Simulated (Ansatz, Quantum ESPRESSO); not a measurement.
# Bi2Te3 quintuple layer, 1 layer against a metal electrode: the electrode's level over the Fermi level at a withheld member of a series

**Set-up.** Quantum ESPRESSO 7.5, PBE, GBRV ultrasoft. The slab is relaxed neutral under PBE-D3(BJ), then held. ESM with bc3: vacuum below and a metal electrode about 6 Å above the top atoms. Fermi-Dirac smearing of 0.004 Ry and a dense mesh. Charges are set per cell from the starting area. The series steps the charge of the slab (positive: electrons removed).

| charge of the slab | electrode's level over the Fermi level (eV) |
| --- | --- |
| 1 ×10¹³ e/cm² | 6.085 |
| 2 ×10¹³ e/cm² | 6.992 |
| 3 ×10¹³ e/cm² | 7.887 |
| 4.5 ×10¹³ e/cm² | 9.227 |
| 6 ×10¹³ e/cm² | 10.568 |
| 7 ×10¹³ e/cm² | 11.465 |

One more run was made and is withheld. What is the electrode's level over the Fermi level at 8 ×10¹³ e/cm²?

By hand: The rows at 6 ×10¹³ e/cm² and 7 ×10¹³ e/cm² give a slope of (11.465 − (10.568))/(7 − (6)) = 0.897, so a straight line gives 12.362 eV. A parabola through these and the row at 4.5 ×10¹³ e/cm² gives 12.364 eV.

**Check.** 12.363 eV. The line misses by −0.001 and the parabola by +0.001 eV. Both misses are under 5 % of the step from the nearer row.

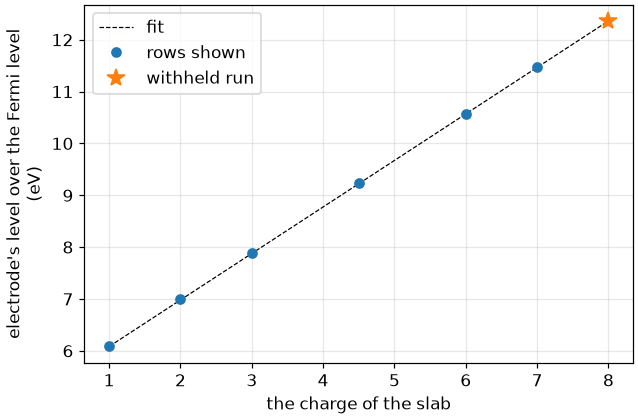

The rows shown, the fit and the withheld run.

**Limits.** Vacuum fills the gap; ions don't answer the charge; added electrons can spill towards the electrode at the most negative charges. Charges count on the starting cell, which the relaxation changed by some per cent. Members without a usable value, or on the other side of zero field or charge, are not listed.
